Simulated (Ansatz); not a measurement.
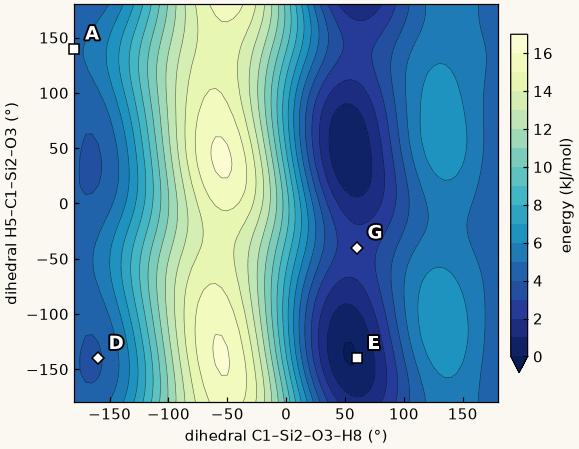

CH4ClOSi, SMILES [CH2][SiH](O)Cl, spin multiplicity 2. First axis: dihedral C1–Si2–O3–H8. Second axis: dihedral H5–C1–Si2–O3. Nothing is relaxed (all other coordinates rigid). Grid: 18 × 18 points. Energies: kJ/mol, counted from the lowest grid point. Theory: Ansatz, UKS PBE0-D4/def2-SVP.

Drawn: filled contours, lettered points. Between grid points the surface is interpolated.

Is G the lowest point of the computed grid?

No. G lies 2.5 kJ/mol above the lowest grid point, which is at dihedral C1–Si2–O3–H8 = 60°, dihedral H5–C1–Si2–O3 = −140°.

What kind of point is each of A, D, E, G: minimum, saddle, maximum or slope?

A: saddle point; D: minimum; E: minimum; G: saddle point. (In these two coordinates alone; a stationary point may lie a little off the grid point.)

Rank the lettered points by energy, lowest first.

E (0.0 kJ/mol), G (2.5 kJ/mol), D (3.9 kJ/mol), A (4.9 kJ/mol).
